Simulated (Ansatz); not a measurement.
# Hypothetical ReO3 type LaBr3: response to strain

Take LaBr$_{3}$ in the ReO3 type structure (space group Pm-3m, No. 221; a = 5.885 Å; a hypothetical phase, not in the database extracts checked) as the base.

Strains are applied to the cell and any free atomic positions relax.

The values are results of plane-wave PAW DFT at the PBE level (Ansatz, an electronic-structure program, 420 eV), no SOC, not measurements.

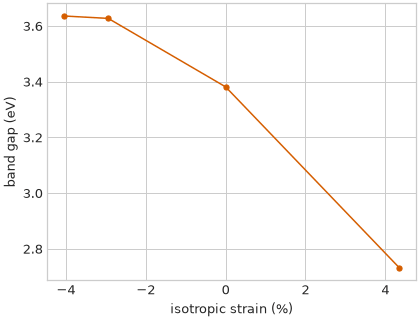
*Band gap against isotropic strain*

```tsv
isotropic strain (%)	band gap
-4.05	3.64 eV
-2.94	3.63 eV
4.35	2.73 eV
```

No phonon test of stability was made.
